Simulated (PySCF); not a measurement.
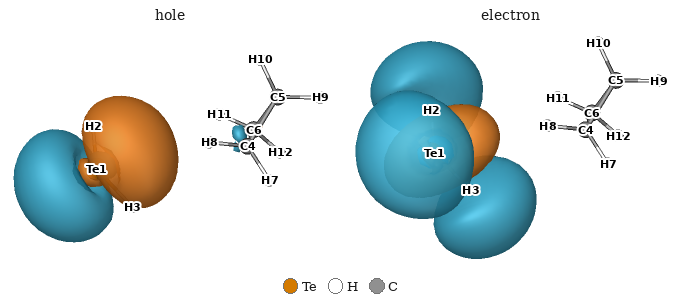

Figure. C3H8Te, SMILES `[TeH2].C1CC1`. Leading natural transition orbital pair of S₂ (TDA singlet states); the surfaces enclose about 78 % of each orbital's density.

PySCF calculation, PBE/def2-SVP, gas phase; geometry: GFN2-xTB. Core potentials replace the inner electrons of Te; spin–orbit coupling isn't included. The pair's geometry is semi-empirical, so its contact may be too short or too long. GFN2-xTB bond lengths at metals and heavier atoms can be off by up to 0.1 Å and shapes distorted, which carries into these values. Without diffuse functions Rydberg states are missing, so the states' numbers hold for this basis only.

### Where does the state lie, and where do hole and electron sit?

5.45 eV (228 nm), f = 0.002; the leading pair carries 100 %; hole on Te1 (89 %), electron on Te1 (54 %) and H2 and H3 (22 % each); their centroids lie 0.5 Å apart; S₃ and S₄ lie within 0.1 eV of it. In canonical orbitals it is mainly HOMO → LUMO+1 (98 %). The HOMO–LUMO gap is 3.94 eV.
